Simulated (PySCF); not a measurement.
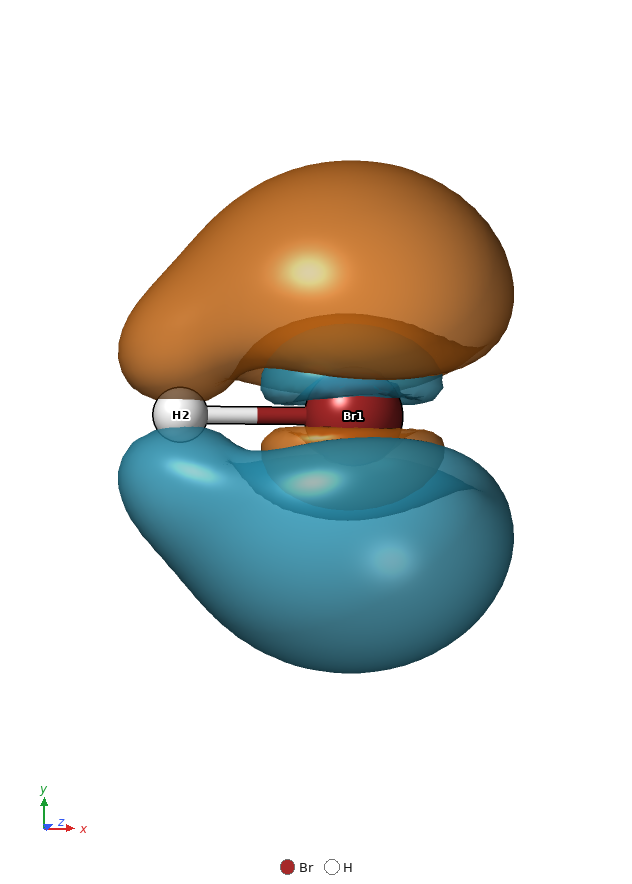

Figure. BrH, SMILES `Br`. Change of the electron density in a uniform field of 0.10 V/Å, surfaces at ±0.0004 e/Å³ (light blue: gain, orange: loss).

Method: TPSS/aug-cc-pVDZ; geometry: GFN2-xTB; program: PySCF. No frequency check shows the geometry to be a minimum. GFN2-xTB bond lengths at metals and heavier atoms can be off by up to 0.1 Å and shapes distorted, which carries into these values.

Geometry (Å), atoms numbered from 1:

```
Br1      0.0389    0.0000    0.0000
H2      -1.3627    0.0000    0.0000
```

**Along which Cartesian direction does the field point?**

Along +y: electrons gather on the −y side, against the field.

**What dipole is induced, and what polarisability does it imply?**

The induced dipole is 0.11 D (along the field); α along this axis, from the fields in both directions, is 22 bohr³ (3.3 Å³).

**Which atoms gain and lose the most charge?**

Hardly any: no atom's Hirshfeld charge changes by as much as 0.002 e. The density shifts from one side of each atom to the other; 0.011 electrons are displaced in all.
